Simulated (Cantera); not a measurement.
Input: 1 mol BN, 1.9 mol H2O, at 1150 °C.

Cantera equilibrium calculation (NASA polynomials, part measured and part estimated; ideal gas, pure solids and liquids). Candidate condensed phases: B, BN, B2O3, B3O3H3, H2O; 39 gas species. Gases not in the tables: H3BO3. Rates play no part.

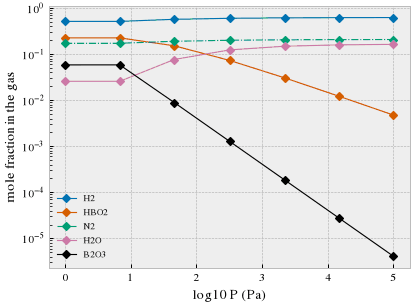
Equilibrium gas composition (values under 1e-9 drawn at 1e-9)

Question: Read off the mole fractions at 0.0510 Torr.

Answer: H2 about 0.52, HBO2 about 0.23, N2 about 0.17, B2O3 about 0.059, H2O about 0.026.
